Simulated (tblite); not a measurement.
# C2H10B3NO: the cost of one run

The runs use tblite 0.8.0 and PySCF 2.14.0, with density-fitted response routines of our own; the level of theory stands in each step. All values are computed, except where a source is named. Atoms are numbered from 0 throughout.

### Step 1. The starting structure

17 atoms, charge 0, multiplicity 1; geometry from: force field or distance geometry start.

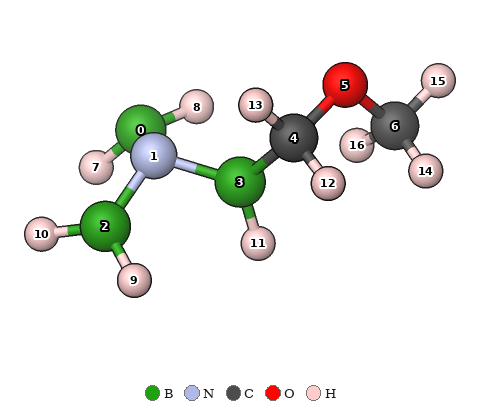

The starting geometry (boron green, nitrogen light blue, carbon dark grey, oxygen red, hydrogen pink), atoms numbered.

### Step 2. Relaxing the molecule with GFN2-xTB

What the job is given:

```
{"job": {"kind": "relax", "xc": "GFN2-xTB", "basis": "xTB"}, "charge": 0, "multiplicity": 1}
B     -1.383800     1.522200     1.102900
N     -1.434900     0.061000     0.728000
B     -2.679300    -0.324000    -0.045400
B     -0.249500    -0.133200    -0.236300
C      0.814400    -1.230000     0.195300
O      1.998900    -0.731200     0.660900
C      2.570500     0.061500    -0.368200
H     -2.285200     2.210400     0.752500
H     -0.318000     2.044400     1.073400
H     -2.607700    -0.972400    -1.039500
H     -3.700200     0.268400     0.200500
H     -0.337500     0.219100    -1.350100
H      1.026600    -1.838600    -0.702200
H      0.383900    -1.833100     1.007400
H      2.730300    -0.564400    -1.236800
H      3.566400     0.333700     0.041600
H      1.898300     0.918200    -0.495100
```

On the command line:

```bash
> OMP_NUM_THREADS=1 python probes_run.py task.json out
```

This one command runs all jobs of the session in turn.

Q: Estimate the wall time and peak memory of this first job on 1 thread of Intel Xeon at 2.50GHz, shared host.

About 3.6 s, with a peak of 0.18 GiB.
